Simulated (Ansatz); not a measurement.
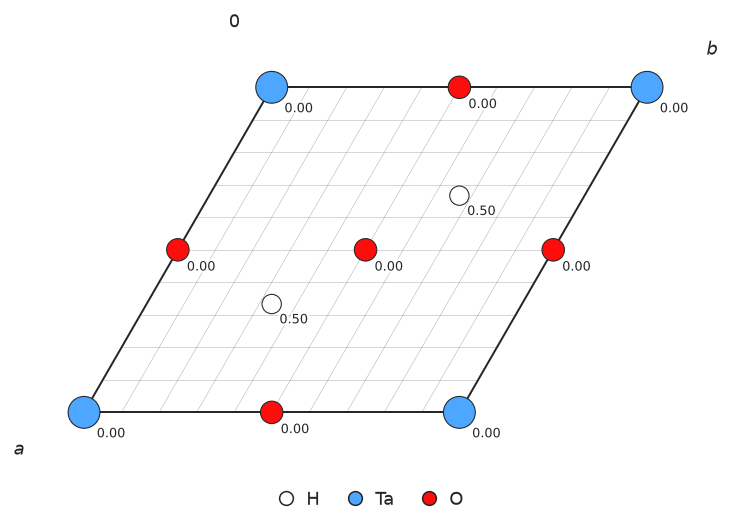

Plan of a unit cell projected along c (a down the page, b across); the numbers are heights as fractions of c, and atoms on the cell's edges are repeated. The grid marks tenths of a and b. Source: coordinates from a relaxation (final pressure about -34 GPa) with Ansatz, DFT, PAW plane waves, pbe; the starting structure was generated, so it need not be a known form of this composition. The drawing is computed from the coordinates (standard cell, symmetry found to 0.002 Å).

a = 4.964 Å, b = 4.964 Å, c = 3.338 Å, α = 90.00°, β = 90.00°, γ = 120.00°.

Question: What does the cell contain?

Answer: 2 H, 1 Ta, 3 O: TaH2O3, Z = 1.

Question: Which space group?

Answer: P6/mmm (No. 191), primitive hexagonal.

Question: Give the fractional coordinates of all atoms, to two places.

Answer:
```
atom     x     y     z
   H  0.33  0.67  0.50
   H  0.67  0.33  0.50
  Ta  0.00  0.00  0.00
   O  0.50  0.00  0.00
   O  0.50  0.50  0.00
   O  0.00  0.50  0.00
```
